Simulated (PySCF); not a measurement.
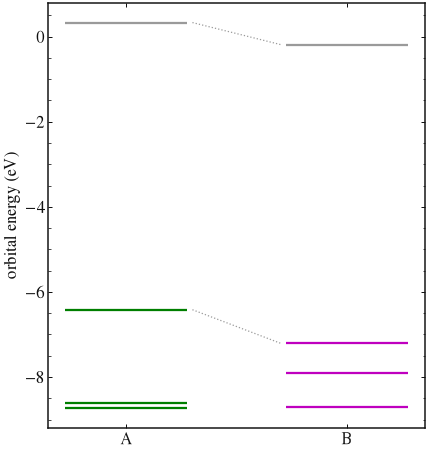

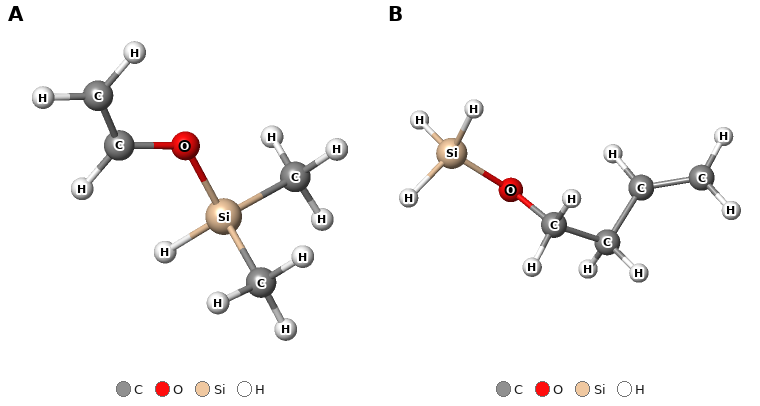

Related molecules: A is C₄H₁₀OSi, SMILES C=CO[SiH](C)C; B is C₄H₁₀OSi, SMILES C=CCCO[SiH3]. Frontier orbital energies, B3LYP/def2-SVPD, PySCF 2.14.0, at a PBE0-D3(BJ)/def2-SVP geometry (no frequency check); drawn are at most three filled levels and, in grey, the LUMO with any level within 0.03 eV of it; dotted lines join the HOMOs and the LUMOs.

**What does the change do to the frontier levels?**

From A to B the HOMO falls by 0.79 eV and the LUMO falls by 0.52 eV, so the separation goes from 6.75 to 7.02 eV.

**Does the ΔSCF ionisation energy follow the HOMO?**

A: −ε(HOMO) 6.42, ΔSCF 8.72 eV; B: −ε(HOMO) 7.21, ΔSCF 9.41 eV.

Caveats, for all or some of the runs: empty levels above zero depend strongly on the basis; one conformer of a flexible molecule.
